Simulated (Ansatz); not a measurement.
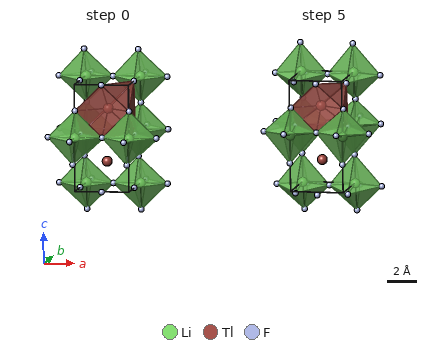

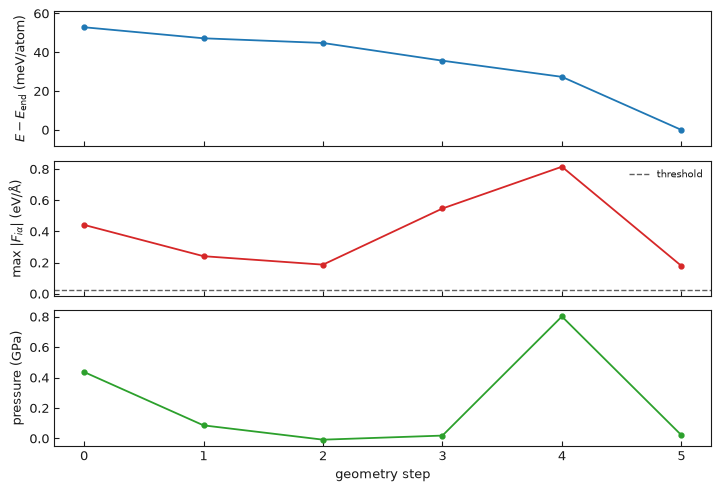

First and last geometry of a relaxation of a crystal of LiTlF$_{3}$ (a generated structure, set up in P1) (coarse preliminary run), with the history of the run. A polyhedral model of the cell of the calculation, seen slightly off an axis.

Level of theory: DFT PBE, scalar-relativistic, plane waves, PAW in Ansatz. Settings: plane-wave cutoff 420 eV; k-point mesh 6 × 6 × 4; occupations gaussian; smearing width 0.2 eV; no spin polarisation; cell and atoms relaxed; force threshold 0.025 eV/Å; at most 60 steps.

Q: Did the run converge, and what did it change?

A: The run was cut off at its time limit before the relaxation converged, so the last structure is only a point on the way. An F atom moves most relative to the cell: 0.53 Å along [−1 2 −3]. By element the largest moves are F 0.53 Å, Tl 0.46 Å, Li 0.08 Å. Cell: a 3.928 → 3.810 Å (−3.0 %), b 3.900 → 4.146 Å (+6.3 %), c 7.696 → 7.987 Å (+3.8 %), α 90.9° → 90.3°, β 88.5° → 89.9°, γ 90.2° → 91.2°. Volume +7.1 %. Some distances before and after: F–Tl 2.730 → 2.258 Å, F–Tl 2.725 → 2.328 Å, F–Tl 2.760 → 2.367 Å, F–Tl 2.675 → 2.370 Å. Among the angles between lasting bonds that change: F–Li–F 176.8° → 153.7°, Li–F–Li 176.8° → 153.7°, F–Li–F 177.9° → 155.7°. The space group stays P1 (No. 1). After 5 geometry steps the energy has fallen by 52.9 meV per atom. The largest force component goes from 0.44 to 0.18 eV/Å. Pressure: 0.44 GPa at the start and 0.02 GPa at the end. The run took 9.7 min on 1 thread of Arm Neoverse N1 (shared host), peak memory 0.56 GiB.

```json
{"step": "0", "E − E(0), meV/atom": "0.00", "largest force component, eV/Å": "0.4423", "pressure, GPa": "0.44", "volume, Å³/atom": "11.784"}
{"step": "1", "E − E(0), meV/atom": "-5.69", "largest force component, eV/Å": "0.2415", "pressure, GPa": "0.09", "volume, Å³/atom": "11.833"}
{"step": "2", "E − E(0), meV/atom": "-8.11", "largest force component, eV/Å": "0.1872", "pressure, GPa": "-0.01", "volume, Å³/atom": "11.862"}
{"step": "3", "E − E(0), meV/atom": "-17.24", "largest force component, eV/Å": "0.5474", "pressure, GPa": "0.02", "volume, Å³/atom": "12.053"}
{"step": "4", "E − E(0), meV/atom": "-25.56", "largest force component, eV/Å": "0.8155", "pressure, GPa": "0.80", "volume, Å³/atom": "12.387"}
{"step": "5", "E − E(0), meV/atom": "-52.91", "largest force component, eV/Å": "0.1792", "pressure, GPa": "0.02", "volume, Å³/atom": "12.616"}
```
